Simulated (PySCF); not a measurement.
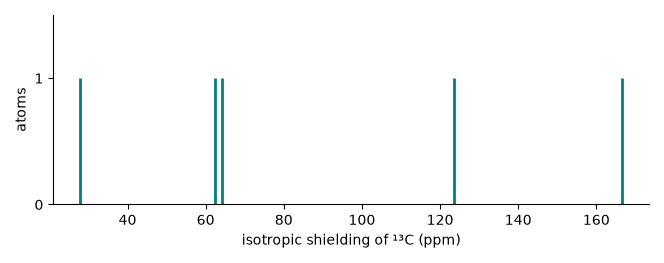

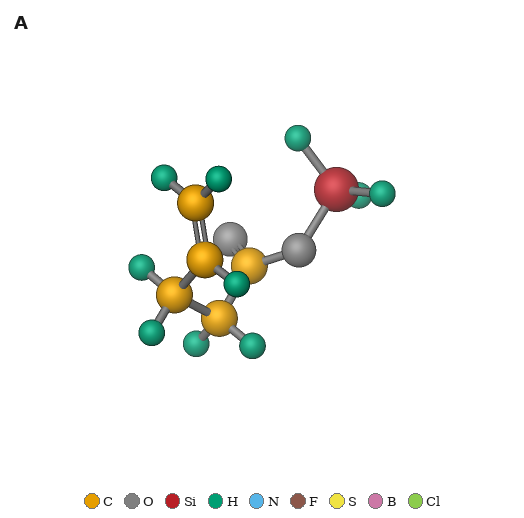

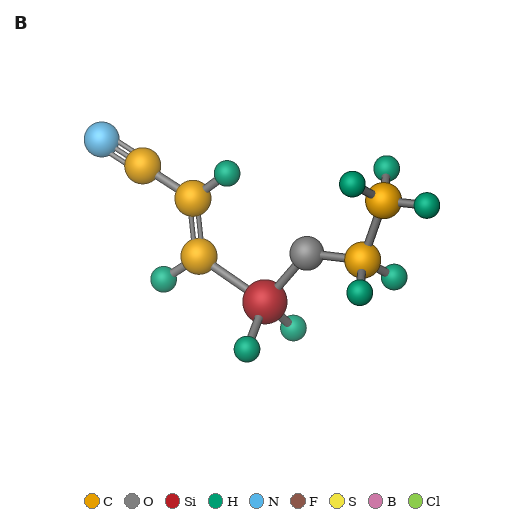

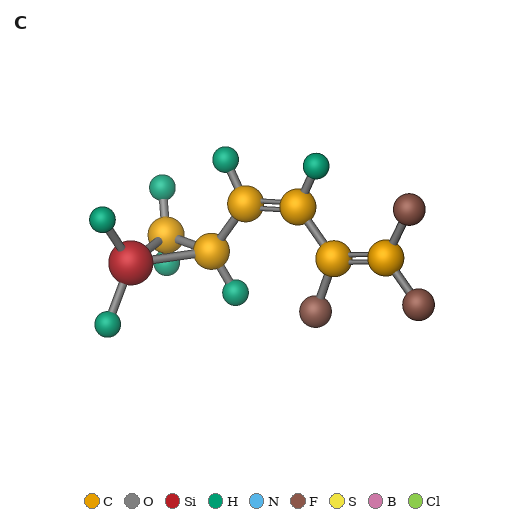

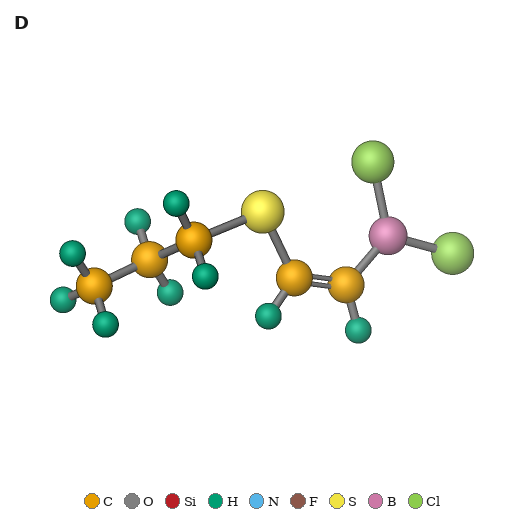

The sticks are computed shieldings of one of the molecules, for one fixed geometry (GFN2-xTB) without averaging over rotations. Low shielding means a high chemical shift. Method: GIAO PBE0/pcSseg-1 NMR shielding, non-relativistic, gas phase (PySCF 2.14.0).

> Which molecule gives this pattern?

B, `CCO[SiH2]/C=C/C#N`. Its 5 C atoms give lines at 27.9, 62.5, 64.2, 123.6, 166.6 ppm.

The geometry is semi-empirical. Around B, Si such bond lengths and angles can be off by a tenth of an ångström or more and by several degrees, and values that hang on the shape move with them.
